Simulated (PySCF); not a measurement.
# C6H6ClN: excited states, first hyperpolarisability

What do calculations give for the excited states, first hyperpolarisability of C6H6ClN (`Nc1ccccc1Cl`)?

Computed with PySCF 2.14.0 and routines of our own; the level stands in each step. Atoms count from 0.

### Step 1. The system as given

14 atoms, charge 0, multiplicity 1; geometry from: GFN2-xTB.

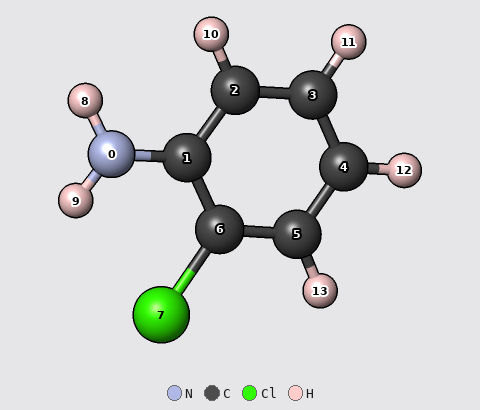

The starting geometry (nitrogen light blue, carbon dark grey, chlorine green, hydrogen pink).

### Step 2. Relaxing the molecule at PBE0-D3(BJ)/def2-SVP

The job: settings as JSON, then the geometry in Å.

```
{"job": {"xc": "PBE0", "basis": "def2-SVP", "d3": "d3bj", "grid": 2, "kind": "geom"}, "charge": 0, "multiplicity": 1}
N      2.251512    -0.329143    -0.024050
C      0.891011    -0.158102    -0.025425
C      0.022123    -1.247189    -0.125763
C     -1.345930    -1.077159    -0.058087
C     -1.889854     0.185183     0.109932
C     -1.050637     1.282208     0.209094
C      0.316860     1.107398     0.141019
Cl     1.358310     2.497845     0.255559
H      2.605809    -1.181264    -0.423745
H      2.803647     0.498061    -0.185908
H      0.442746    -2.233567    -0.256876
H     -1.992341    -1.937899    -0.139150
H     -2.958611     0.318894     0.164074
H     -1.455322     2.274260     0.337160
```

Started as:

```bash
OMP_NUM_THREADS=1 python excited_run.py task.json out
```

One launch serves the whole session: the jobs run in the order shown.

Standard output:

```text
step   0  E = -746.38484189  max force = 0.010933
step   1  E = -746.38591962  max force = 0.002068
step   2  E = -746.38592464  max force = 0.000776
step   3  E = -746.38592727  max force = 0.001029
step   4  E = -746.38593032  max force = 0.000108
optimisation converged
```

Run time: 26 s. Hardware: 1 thread of AMD EPYC 9R45, shared host; peak memory 0.73 GiB.

Along the way:

| step | energy from step 0 (eV) | largest force component (eV/Å) |
| --- | --- | --- |
| 0 | 0.0000 | 0.5622 |
| 1 | -0.0293 | 0.1063 |
| 2 | -0.0295 | 0.0399 |
| 3 | -0.0295 | 0.0529 |
| 4 | -0.0296 | 0.0056 |

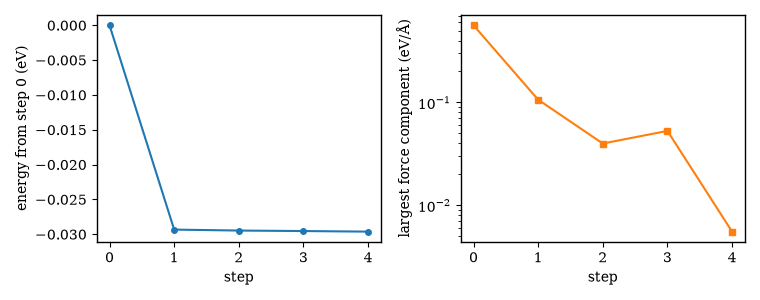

Energy and largest force along the relaxation.

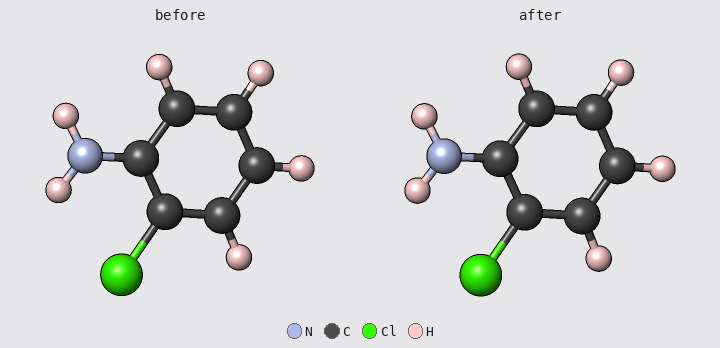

The geometry before (left) and after (right).

Distances of close pairs at the start and the end, largest changes first:

| bond | before (Å) | after (Å) | change (Å) |
| --- | --- | --- | --- |
| C3–H11 | 1.079 | 1.093 | +0.013 |
| C2–H10 | 1.080 | 1.093 | +0.013 |
| C4–H12 | 1.078 | 1.091 | +0.013 |
| C5–H13 | 1.079 | 1.092 | +0.012 |
| C1–C6 | 1.400 | 1.410 | +0.010 |
| C3–C4 | 1.385 | 1.395 | +0.010 |
| C1–C2 | 1.397 | 1.407 | +0.010 |
| C5–C6 | 1.380 | 1.390 | +0.010 |

The next job starts from the end point, and lists it.

| at the end point | value |
| --- | --- |
| point group (found at 0.08 Å tolerance) | C1 |
| rotational constants (GHz, main isotopes) | 2.954, 1.544, 1.015 |
| dipole moment (D) | 1.86 |

### Step 3. Excited states: TDA wB97X-D/def2-TZVP

The job: settings as JSON, then the geometry in Å.

```
{"job": {"kind": "states", "xc": "wB97X-D", "basis": "def2-TZVP", "tda": true, "soc": true, "nstates": 6, "ntriplets": 5, "nquad": 4}, "charge": 0, "multiplicity": 1}
N      2.311812    -0.194486     0.046072
C      0.951070    -0.032559     0.066311
C      0.071953    -1.125972    -0.033696
C     -1.305284    -0.956478     0.034123
C     -1.859138     0.312159     0.203796
C     -1.011325     1.412579     0.300993
C      0.365976     1.239460     0.231749
Cl     1.414532     2.626783     0.339217
H      2.670434    -1.042620    -0.368821
H      2.861359     0.638336    -0.122823
H      0.495067    -2.126039    -0.161331
H     -1.954673    -1.831353    -0.047069
H     -2.940640     0.448429     0.258075
H     -1.407618     2.421596     0.428570
```

With the program's defaults for keys left out, this is: TDA wB97X-D/def2-TZVP excited states, vertical, gas phase, spin-orbit mean-field couplings.

Standard output:

```text
coarse grid: 12928 points
cycle   1  E = -747.1808376777  dE =  1.667e+00  |g| = 4.098e-01  |ddm| = 3.489e+00
cycle   2  E = -747.1957291305  dE = -1.489e-02  |g| = 3.846e-01  |ddm| = 1.045e+00
cycle   3  E = -747.2271597725  dE = -3.143e-02  |g| = 6.595e-02  |ddm| = 3.417e-01
cycle   4  E = -747.2282552298  dE = -1.095e-03  |g| = 2.987e-02  |ddm| = 1.332e-01
cycle   5  E = -747.2284804490  dE = -2.252e-04  |g| = 5.897e-03  |ddm| = 4.211e-02
cycle   6  E = -747.2284906015  dE = -1.015e-05  |g| = 2.523e-03  |ddm| = 1.774e-02
cycle   7  E = -747.2284924654  dE = -1.864e-06  |g| = 6.831e-04  |ddm| = 7.104e-03
final grid: 122224 points
cycle   8  E = -747.2174245105  dE = -1.783e-04  |g| = 6.287e-03  |ddm| = 2.759e-01
cycle   9  E = -747.2174276323  dE = -3.122e-06  |g| = 5.431e-03  |ddm| = 2.291e-02
cycle  10  E = -747.2174333767  dE = -5.744e-06  |g| = 5.638e-04  |ddm| = 4.319e-03
cycle  11  E = -747.2174334424  dE = -6.568e-08  |g| = 3.920e-04  |ddm| = 2.142e-03
cycle  12  E = -747.2174334810  dE = -3.859e-08  |g| = 5.917e-05  |ddm| = 5.848e-04
cycle  13  E = -747.2174334830  dE = -1.989e-09  |g| = 3.000e-05  |ddm| = 3.492e-04
cycle  14  E = -747.2174334834  dE = -4.256e-10  |g| = 1.380e-05  |ddm| = 1.167e-04
converged SCF energy = -747.2174334834

Singlet excitations
state   eV       nm        f     d(h-e)  d(exc)  Lambda  PR(NTO)  |dmu|/D   mu/D   main configurations
  1   4.9332   251.3   0.06275   0.578   2.925   0.645   1.479    1.441    2.601   H->L 0.80, H-1->L+1 0.18
  2   5.8598   211.6   0.09156   0.510   2.929   0.805   1.737    1.362    2.309   H->L+1 0.70, H-1->L 0.26
  3   6.1029   203.2   0.00031   1.261   3.186   0.435   1.027    3.721    5.333   H->L+2 0.86
  4   6.5327   189.8   0.01306   1.799   3.439   0.383   1.082    7.635    6.319   H->L+3 0.88
  5   6.9549   178.3   0.39753   0.568   3.041   0.668   1.820                     H-1->L+1 0.54, H-1->L 0.13, H->L 0.12
  6   7.0392   176.1   0.81162   0.472   2.976   0.750   1.872                     H-1->L 0.49, H->L+1 0.17, H-1->L+1 0.10

Triplet excitations (Tamm-Dancoff)
state   eV     d(h-e)  d(exc)  Lambda  PR(NTO)   main configurations
  1   3.9318   0.217   2.650   0.802   1.595   H->L+1 0.73, H-1->L 0.21
  2   3.9590   0.586   2.857   0.647   1.021   H->L 0.96
  3   4.5590   0.238   2.729   0.840   1.573   H-1->L 0.74, H->L+1 0.23
  4   5.4511   0.168   2.756   0.647   1.035   H-1->L+1 0.95
  5   5.7006   1.106   2.994   0.435   1.023   H->L+2 0.72, H-1->L+2 0.14
S1 - T1 = 1.0014 eV

Spin-orbit couplings |<S|Hso|T>| (cm-1)
             T1       T2       T3       T4       T5
S0        1.676    0.658    0.625    3.768  109.442
S1        0.345    0.090    0.163    0.186   10.648
S2        0.876    1.091    0.163    0.679   13.189
S3       17.100   18.895    0.765    3.149    0.889
S4        1.413    3.875    1.025    0.647   14.488
S5        0.725    0.755    2.576    1.380   10.764
S6        2.218    0.891    5.471    3.150    6.541
T1 sublevels (cm-1): 0.000 0.000 0.000   radiative rates (1/s): 1.42 0.106 0.186
```

It took 34 s on 1 thread of AMD EPYC 9R45, shared host; peak memory 1.1 GiB.

Key values:

| quantity | value |
| --- | --- |
| S1 less T1 | 1.00 eV |

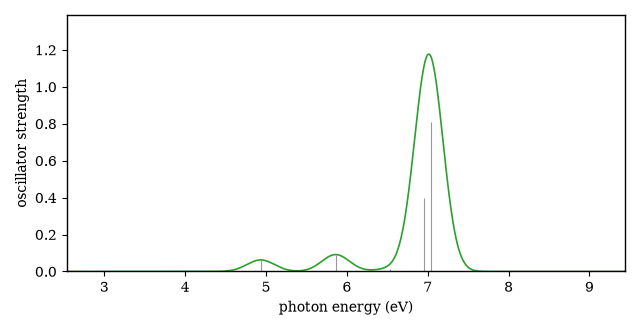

Absorption lines of the singlets. Lines are broadened to a width of 0.40 eV (Gaussian).

### Step 4. Excited states: TDDFT CAM-B3LYP/aug-cc-pVDZ

The job, as its differences from that of step 3:

```diff
@@ -1,2 +1,2 @@
-{"job": {"kind": "states", "xc": "wB97X-D", "basis": "def2-TZVP", "tda": true, "soc": true, "nstates": 6, "ntriplets": 5, "nquad": 4}, "charge": 0, "multiplicity": 1}
+{"job": {"kind": "states", "xc": "CAM-B3LYP", "basis": "aug-cc-pVDZ", "tpa": true, "nstates": 8, "nquad": 6, "ntriplets": 0}, "charge": 0, "multiplicity": 1}
 N      2.311812    -0.194486     0.046072
```

Level: TDDFT CAM-B3LYP/aug-cc-pVDZ excited states, vertical, gas phase, two-photon moments by quadratic response.

Standard output:

```text
coarse grid: 12928 points
cycle   1  E = -747.0284690060  dE =  1.645e+00  |g| = 3.950e-01  |ddm| = 4.920e+01
cycle   2  E = -747.0331363771  dE = -4.667e-03  |g| = 4.124e-01  |ddm| = 5.248e+00
cycle   3  E = -747.0724843716  dE = -3.935e-02  |g| = 7.235e-02  |ddm| = 2.865e+00
cycle   4  E = -747.0737571446  dE = -1.273e-03  |g| = 3.253e-02  |ddm| = 5.148e-01
cycle   5  E = -747.0740311849  dE = -2.740e-04  |g| = 7.163e-03  |ddm| = 2.780e-01
cycle   6  E = -747.0740436693  dE = -1.248e-05  |g| = 1.902e-03  |ddm| = 3.373e-02
cycle   7  E = -747.0740447961  dE = -1.127e-06  |g| = 7.497e-04  |ddm| = 1.179e-02
final grid: 122224 points
cycle   8  E = -747.1006829705  dE = -1.881e-05  |g| = 3.889e-03  |ddm| = 5.087e-01
cycle   9  E = -747.1006833349  dE = -3.645e-07  |g| = 3.846e-03  |ddm| = 6.567e-02
cycle  10  E = -747.1006871479  dE = -3.813e-06  |g| = 2.482e-04  |ddm| = 2.512e-02
cycle  11  E = -747.1006871573  dE = -9.379e-09  |g| = 2.054e-04  |ddm| = 2.496e-03
cycle  12  E = -747.1006871686  dE = -1.131e-08  |g| = 3.510e-05  |ddm| = 1.909e-03
cycle  13  E = -747.1006871691  dE = -5.225e-10  |g| = 1.195e-05  |ddm| = 3.830e-04
converged SCF energy = -747.1006871691

Singlet excitations
state   eV       nm        f     d(h-e)  d(exc)  Lambda  PR(NTO)  |dmu|/D   mu/D   delta(TPA)   sigma/GM   main configurations
  1   4.7649   260.2   0.06047   0.539   3.031   0.576   1.432    1.523    2.381       30.32      0.252   H->L+2 0.76, H-1->L+4 0.10
  2   5.1095   242.7   0.00966   2.153   4.393   0.290   1.034    9.581    8.358       48.02      0.459   H->L 0.84
  3   5.5394   223.8   0.07074   0.777   3.583   0.594   1.472    2.771    3.141       41.53      0.467   H->L+4 0.51, H->L+1 0.22, H-1->L+2 0.13
  4   5.5513   223.3   0.02284   0.486   4.247   0.422   1.188    1.718    2.594       81.63      0.922   H->L+1 0.45, H->L+4 0.23
  5   5.8636   211.4   0.01074   0.780   4.879   0.217   1.109    2.759    4.349       52.44      0.661   H->L+3 0.68, H->L+1 0.10
  6   6.1548   201.4   0.00222   0.374   4.412   0.268   1.398    2.268    1.788       18.52      0.257   H->L+5 0.15, H->L+7 0.13, H->L+8 0.12
  7   6.3771   194.4   0.06819   1.148   4.685   0.275   1.478                                            H-1->L 0.58
  8   6.4353   192.7   0.34811   0.726   3.708   0.594   1.927                                            H-1->L+2 0.48, H->L+4 0.18, H-1->L+1 0.18
```

Run time: 32 s. Hardware: 1 thread of AMD EPYC 9R45, shared host; peak memory 1 GiB.

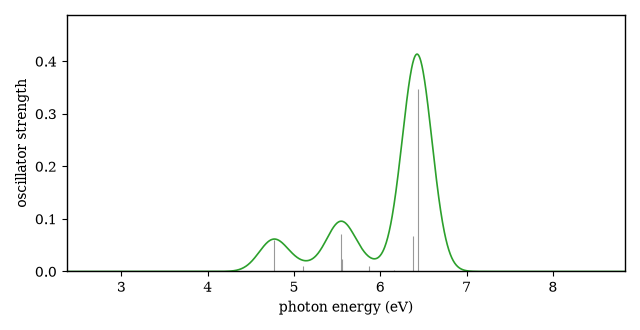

Absorption lines of the singlets. Lines are broadened to a width of 0.40 eV (Gaussian).

### Step 5. First hyperpolarisability: quadratic response CAM-B3LYP/aug-cc-pVDZ

The job, as its differences from that of step 4:

```diff
@@ -1,2 +1,2 @@
-{"job": {"kind": "states", "xc": "CAM-B3LYP", "basis": "aug-cc-pVDZ", "tpa": true, "nstates": 8, "nquad": 6, "ntriplets": 0}, "charge": 0, "multiplicity": 1}
+{"job": {"kind": "beta", "xc": "CAM-B3LYP", "basis": "aug-cc-pVDZ"}, "charge": 0, "multiplicity": 1}
 N      2.311812    -0.194486     0.046072
```

With the program's defaults for keys left out, this is: quadratic response CAM-B3LYP/aug-cc-pVDZ first hyperpolarisability, Taylor convention, gas phase.

Standard output:

```text
coarse grid: 12928 points
cycle   1  E = -747.0284690060  dE =  1.645e+00  |g| = 3.950e-01  |ddm| = 4.920e+01
cycle   2  E = -747.0331363771  dE = -4.667e-03  |g| = 4.124e-01  |ddm| = 5.248e+00
cycle   3  E = -747.0724843716  dE = -3.935e-02  |g| = 7.235e-02  |ddm| = 2.865e+00
cycle   4  E = -747.0737571446  dE = -1.273e-03  |g| = 3.253e-02  |ddm| = 5.148e-01
cycle   5  E = -747.0740311849  dE = -2.740e-04  |g| = 7.163e-03  |ddm| = 2.780e-01
cycle   6  E = -747.0740436693  dE = -1.248e-05  |g| = 1.902e-03  |ddm| = 3.373e-02
cycle   7  E = -747.0740447961  dE = -1.127e-06  |g| = 7.497e-04  |ddm| = 1.179e-02
final grid: 122224 points
cycle   8  E = -747.1006829705  dE = -1.881e-05  |g| = 3.889e-03  |ddm| = 5.087e-01
cycle   9  E = -747.1006833349  dE = -3.645e-07  |g| = 3.846e-03  |ddm| = 6.567e-02
cycle  10  E = -747.1006871479  dE = -3.813e-06  |g| = 2.482e-04  |ddm| = 2.512e-02
cycle  11  E = -747.1006871573  dE = -9.379e-09  |g| = 2.054e-04  |ddm| = 2.496e-03
cycle  12  E = -747.1006871686  dE = -1.131e-08  |g| = 3.510e-05  |ddm| = 1.909e-03
cycle  13  E = -747.1006871691  dE = -5.225e-10  |g| = 1.195e-05  |ddm| = 3.830e-04
converged SCF energy = -747.1006871691

Lowest singlets (eV, f): 4.7649 0.0605  5.1095 0.0097  5.5394 0.0707

First hyperpolarisability (au)
process     nm      |vector|   parallel      HRS      DR
static         -      345.26       1.93     133.19    6.62
shg       1907.0      368.50       2.65     141.76   6.786
eope      1907.0      352.72       2.16          -       -
shg       1064.0      430.62       4.66      164.6    7.23
eope      1064.0      370.24        2.7          -       -
```

It took 24 s on 1 thread of AMD EPYC 9R45, shared host; peak memory 1.1 GiB.

### Step 6. Excited states: TDA wB97X-D/def2-TZVP in benzene

The job, as its differences from that of step 5:

```diff
@@ -1,2 +1,2 @@
-{"job": {"kind": "beta", "xc": "CAM-B3LYP", "basis": "aug-cc-pVDZ"}, "charge": 0, "multiplicity": 1}
+{"job": {"kind": "states", "xc": "wB97X-D", "basis": "def2-TZVP", "tda": true, "soc": true, "nstates": 6, "ntriplets": 5, "nquad": 4, "solvent": "benzene"}, "charge": 0, "multiplicity": 1}
 N      2.311812    -0.194486     0.046072
```

Method: TDA wB97X-D/def2-TZVP excited states, vertical, IEF-PCM benzene (non-equilibrium response), spin-orbit mean-field couplings.

Standard output:

```text
coarse grid: 12928 points
cycle   1  E = -747.1861525866  dE =  1.662e+00  |g| = 4.041e-01  |ddm| = 3.483e+00
cycle   2  E = -747.2015532563  dE = -1.540e-02  |g| = 3.742e-01  |ddm| = 9.000e-01
cycle   3  E = -747.2313365625  dE = -2.978e-02  |g| = 5.942e-02  |ddm| = 2.971e-01
cycle   4  E = -747.2322802096  dE = -9.436e-04  |g| = 2.585e-02  |ddm| = 1.357e-01
cycle   5  E = -747.2324526699  dE = -1.725e-04  |g| = 5.173e-03  |ddm| = 4.421e-02
cycle   6  E = -747.2324616799  dE = -9.010e-06  |g| = 2.267e-03  |ddm| = 2.064e-02
final grid: 122224 points
cycle   7  E = -747.2213716947  dE = -1.796e-04  |g| = 7.670e-03  |ddm| = 2.776e-01
cycle   8  E = -747.2213746610  dE = -2.966e-06  |g| = 7.123e-03  |ddm| = 2.342e-02
cycle   9  E = -747.2213841727  dE = -9.512e-06  |g| = 6.199e-04  |ddm| = 4.631e-03
cycle  10  E = -747.2213842639  dE = -9.124e-08  |g| = 4.326e-04  |ddm| = 2.266e-03
cycle  11  E = -747.2213843123  dE = -4.844e-08  |g| = 5.902e-05  |ddm| = 7.874e-04
cycle  12  E = -747.2213843153  dE = -2.933e-09  |g| = 4.030e-05  |ddm| = 4.468e-04
cycle  13  E = -747.2213843161  dE = -7.872e-10  |g| = 1.423e-05  |ddm| = 1.514e-04
converged SCF energy = -747.2213843161

Singlet excitations
state   eV       nm        f     d(h-e)  d(exc)  Lambda  PR(NTO)  |dmu|/D   mu/D   main configurations
  1   4.8841   253.9   0.09563   0.614   2.934   0.642   1.387    1.835    3.154   H->L 0.83, H-1->L+1 0.15
  2   5.7690   214.9   0.16648   0.578   2.929   0.800   1.554    1.887    3.048   H->L+1 0.77, H-1->L 0.19
  3   6.0844   203.8   0.00049   1.324   3.177   0.436   1.024    4.551    6.388   H->L+2 0.88
  4   6.7055   184.9   0.32524   1.158   3.266   0.519   1.735    5.588    4.131   H->L+3 0.60, H-1->L 0.22
  5   6.7674   183.2   0.63220   0.330   3.019   0.719   2.007                     H-1->L 0.49, H->L+3 0.16, H->L+1 0.13
  6   6.8175   181.9   0.64542   0.315   3.036   0.599   1.973                     H-1->L+1 0.59, H->L+3 0.15, H->L 0.11

Triplet excitations (Tamm-Dancoff)
state   eV     d(h-e)  d(exc)  Lambda  PR(NTO)   main configurations
  1   3.9349   0.224   2.657   0.801   1.570   H->L+1 0.74, H-1->L 0.20
  2   3.9442   0.600   2.862   0.643   1.020   H->L 0.96
  3   4.5628   0.239   2.726   0.843   1.549   H-1->L 0.75, H->L+1 0.22
  4   5.4697   0.162   2.756   0.645   1.035   H-1->L+1 0.96
  5   5.6881   1.155   2.994   0.438   1.020   H->L+2 0.75, H-1->L+2 0.15
S1 - T1 = 0.9492 eV

Spin-orbit couplings |<S|Hso|T>| (cm-1)
             T1       T2       T3       T4       T5
S0        1.510    0.649    0.564    4.043  106.697
S1        0.278    0.089    0.173    0.206   10.525
S2        0.781    0.958    0.138    0.504   12.298
S3       16.511   19.046    0.945    3.051    0.813
S4        1.232    3.206    0.955    0.642   12.469
S5        0.921    1.684    0.949    0.228    6.569
S6        1.097    1.801    1.293    0.543   11.245
T1 sublevels (cm-1): 0.000 0.000 0.000   radiative rates (1/s): 0.151 0.0599 0.0928
```

Run time: 34 s. Hardware: 1 thread of AMD EPYC 9R45, shared host; peak memory 1.1 GiB.

Key values:

| quantity | value |
| --- | --- |
| S1 less T1 | 0.95 eV |

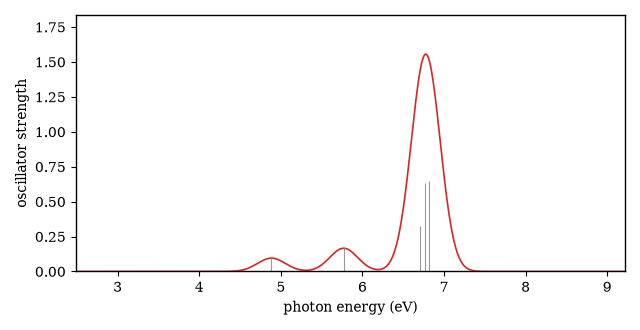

Absorption lines of the singlets. Lines are broadened to a width of 0.40 eV (Gaussian).

### Step 7. Summary of results

```
                                                   quantity                                                value
                                                point group                                                   C1
                       rotational constants (main isotopes)                                 2.95, 1.54, 1.01 GHz
                 S1 less T1 (step 3, TDA wB97X-D/def2-TZVP)                                              1.00 eV
β vector (step 5, quadratic response CAM-B3LYP/aug-cc-pVDZ)  static 345, SHG 1907.0 nm 368, SHG 1064.0 nm 431 au
      S1 less T1 (step 6, TDA wB97X-D/def2-TZVP in benzene)                                              0.95 eV
```

Relaxing lowered the energy by 0.030 eV in 4 steps; the close pair that moved most is C3–H11, from 1.079 to 1.093 Å. In step 3, the number of triplets below S1 is 3, and the largest singlet-triplet spin-orbit coupling is S0–T5, 109.44 cm⁻¹. β grows from 345 au (static) to 431 au for doubling at 1064.0 nm: normal dispersion, which grows as twice the photon energy moves toward the bright states. In step 6, the number of triplets below S1 is 3, and the largest singlet-triplet spin-orbit coupling is S0–T5, 106.70 cm⁻¹.
